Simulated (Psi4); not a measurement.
Reaction (SMILES): S (H2S) + H+ → [SH3+]
B3LYP-D3(BJ)/def2-TZVP geometries, fixed; electronic energies without zero-point terms; positive where energy is released.
Largest species:
```xyz
4

S      0.1049    -0.0008     0.0446
H     -0.3243     0.9941    -0.7736
H     -0.3450    -0.9973    -0.7604
H     -1.0094     0.0159     0.8202
```
Charge +1, spin multiplicity 1.

Basis-set convergence of the proton affinity at PBE with Psi4. Cartesian d functions, on some or all atoms, in 6-31+G*; all else is spherical. Density fitting with the program's default auxiliary sets. Psi4's default fitting sets serve the pcseg sets less well. No added dispersion term, no relativity. Functions are those of the species that has most. Reference: the value in aug-cc-pV(Q+d)Z, 174.99 kcal/mol, itself unsure by roughly 0.12 kcal/mol (its mean distance from cc-pV(5+d)Z, def2-QZVPPD, def2-QZVPP). Deviations are taken from unrounded values.

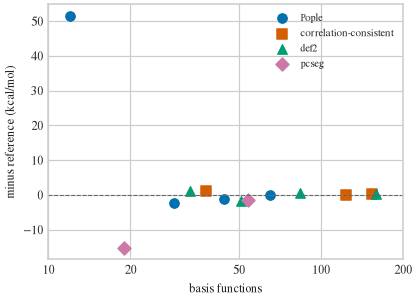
*Deviation from the reference against the number of basis functions, by family of sets.*

```csv
basis,functions,proton affinity (kcal/mol),minus reference (kcal/mol)
STO-3G,12,226.50,51.51
pcseg-0,19,159.79,-15.20
6-31+G*,29,172.77,-2.23
def2-SVP,33,176.22,1.23
cc-pV(D+d)Z,38,176.13,1.14
6-311G**,44,173.92,-1.07
def2-SVPD,51,173.25,-1.74
aug-pcseg-1,54,173.42,-1.57
"6-311++G(2d,2p)",65,174.79,-0.20
def2-TZVPP,84,175.53,0.54
aug-cc-pV(T+d)Z,124,174.85,-0.14
cc-pV(Q+d)Z,154,175.22,0.23
def2-QZVPP,160,175.17,0.17
```
